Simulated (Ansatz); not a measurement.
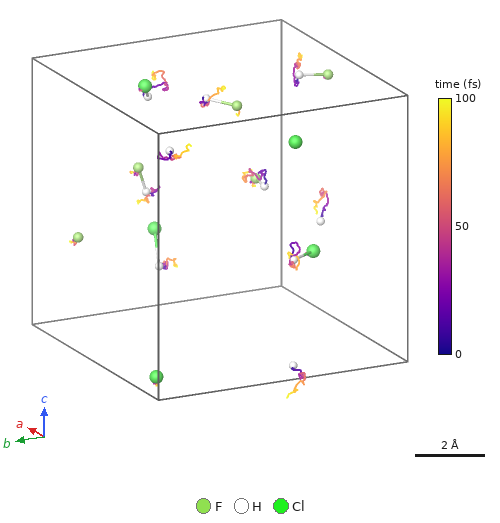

First-principles dynamics of a periodic cell with 5 HF + 5 HCl at 0.849 g/cm³, 100 fs long. It starts from the last geometry of an earlier run, with fresh velocities. Lines trace each atom's path, coloured by time; spheres stand at the starting positions. Seen from a free direction in the simulation cell.

The calculation used Ansatz 0.2.0, DFT PBE, scalar-relativistic, plane waves, PAW. Set-up: plane-wave cutoff 420 eV; k-point mesh 1 × 1 × 1; Fermi-Dirac smearing 0.02 eV; low-accuracy preset; Langevin thermostat (NVT); set temperature 1000 K; time step 0.5 fs; friction 0.5 per fs.

What do the traces tell about the motion?

In the second half of the run the atoms are, in the root-mean-square, this far from where they began (common drift taken out): H 0.57 Å, F 0.21 Å, Cl 0.19 Å. The heavy atoms stay within a fraction of a molecule's size of their starting places; so short a run doesn't tell a liquid from a solid. The friction is so strong that the slow modes are overdamped, and the motion no longer resembles free dynamics.

Limits of the set-up: the program's low-accuracy preset was used; the periodic images lie only 8.2 Å apart, so the values are limited by the cell's size.
